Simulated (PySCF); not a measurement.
```xyz
2

Ni    0.0000    0.0000   -1.3084
Br    0.0000    0.0000    0.9606
```

All numbers below come from PBE0/def2-TZVPPD, non-relativistic Hamiltonian with scalar-relativistic core potentials where named, at a bond length of 2.269 Å in PySCF 2.14.0.

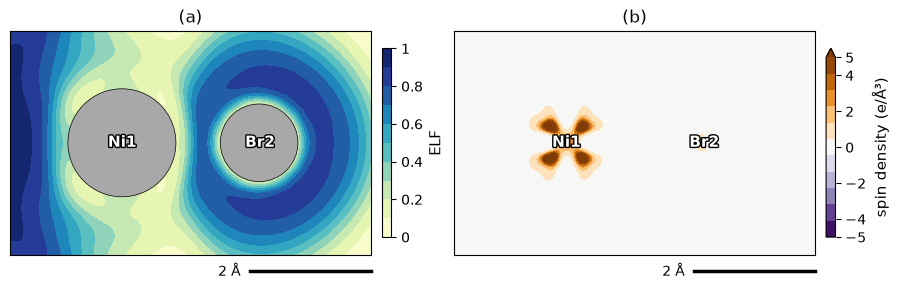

NiBr (quartet). (a) electron localisation function; (b) spin density on a plane that holds the molecular axis. Grey discs cover the atomic cores in the ELF map.

### Read the bonding off the picture.

The section cuts through Ni and Br sites.
Ni–Br (2.27 Å): the ELF peaks at about 0.75 in the valence shell of Br, 0.9 Å from its nucleus, and is about 0.45 at the midpoint.
The unpaired spin (3 electrons) lies mostly on Ni1 (about 2.6) and Br2 (about 0.4), in electrons by Hirshfeld's partition.
